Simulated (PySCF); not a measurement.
```yaml
atoms:
  - { symbol: C, position_ang: [-2.2683, 0.6925, -0.4763] }
  - { symbol: C, position_ang: [-1.6310, -0.3203, 0.0938] }
  - { symbol: C, position_ang: [-0.1725, -0.3557, 0.2482] }
  - { symbol: N, position_ang: [0.4981, -1.2991, 0.7867] }
  - { symbol: O, position_ang: [0.5119, 0.6728, -0.2063] }
  - { symbol: Ge, position_ang: [2.2891, 0.3977, 0.0988] }
  - { symbol: H, position_ang: [-1.7230, 1.5417, -0.8532] }
  - { symbol: H, position_ang: [-3.3396, 0.7079, -0.5842] }
  - { symbol: H, position_ang: [-2.1606, -1.1815, 0.4799] }
  - { symbol: H, position_ang: [-0.0483, -2.0828, 1.1290] }
  - { symbol: H, position_ang: [2.5175, 0.3406, 1.5684] }
  - { symbol: H, position_ang: [2.7265, -0.7915, -0.6817] }
  - { symbol: H, position_ang: [2.7959, 1.6782, -0.4995] }
```

Geometry: GFN2-xTB.

These are results of wB97X-D/def2-SVPD, SCF density, gas phase in PySCF 2.14.0, not measurements.

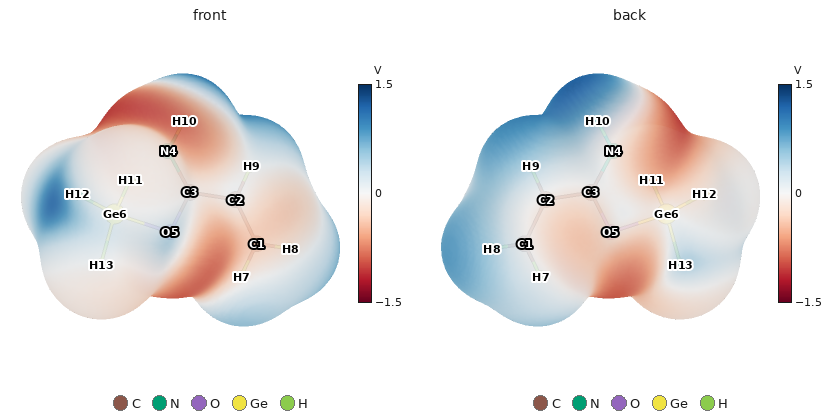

C3H7GeNO (SMILES [H]/N=C(\C=C)[O][GeH3]). The electrostatic potential painted on the density surface at 0.001 e/bohr³, seen from the front and from behind; red is negative and blue positive.

Describe the electrostatic potential map.

The most negative region (about −1.0 V) lies over N4, the most positive (about +1.2 V) over Ge6 and H10. N4 is the likeliest acceptor of a hydrogen bond.

How polar is the molecule by this calculation?

Its dipole moment is 1.36 D.
